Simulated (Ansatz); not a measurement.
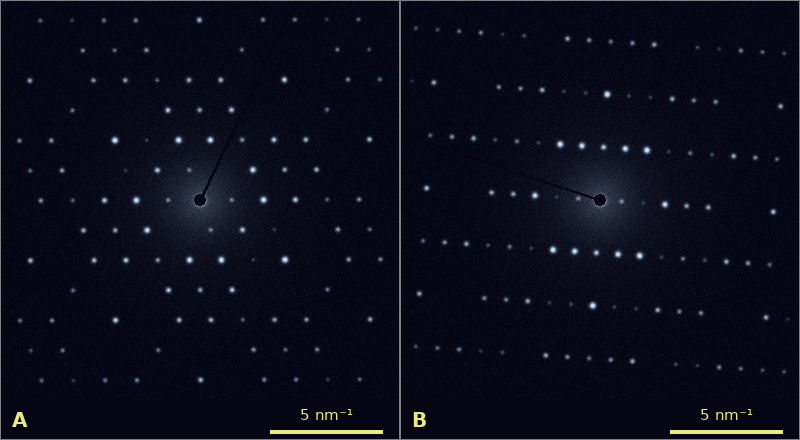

Kinematic electron diffraction patterns (200 kV, B = 0.5 Å², same scale, each along a low-index zone) of two structures of composition Rb2Cd, each relaxed at zero pressure with DFT PBE, scalar-relativistic, plane waves, PAW in Ansatz 0.2.0.

The structures (standard cells):
1. Fd-3m (No. 227), a = 12.100 Å, 24 atoms; generated start, possibly hypothetical
2. P4/nmm (No. 129), a = 5.940 Å, c = 10.232 Å, 6 atoms; generated start, possibly hypothetical

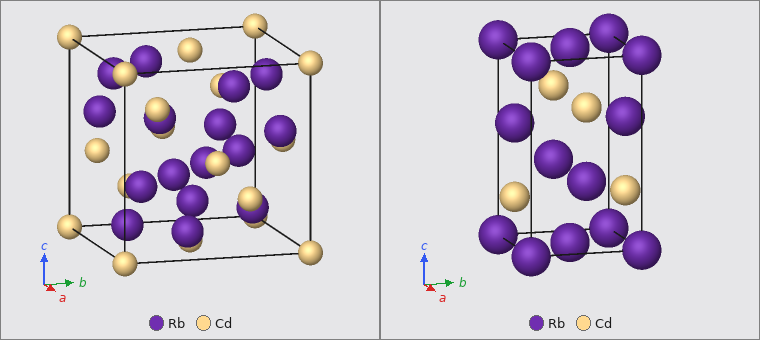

Drawings of the structures 1 to 2, from left to right (each may span several cells).

Q: Which pattern belongs to which structure, and along which zone?

A: A is structure 1 along [110] or an equivalent direction: centred rectangular net of -1 1 -1 at d = 6.99 Å and -1 1 1 at d = 6.99 Å, 70.5° apart (some points of this net are extinct or too weak to see). B is structure 2 along [110] or an equivalent direction: rectangular net of 0 0 1 at d = 10.23 Å and 1 -1 0 at d = 4.20 Å, 90.0° apart (some points of this net are extinct or too weak to see).

Q: Rank the structures by their computed energy.

A: Structure 2 (P4/nmm, 60.17 Å³ an atom) is the lowest of these; structure 1 (Fd-3m, 73.81 Å³ an atom) lies about 240 meV an atom higher. These are static energies at 0 K; other structures, not shown, may lie lower still.
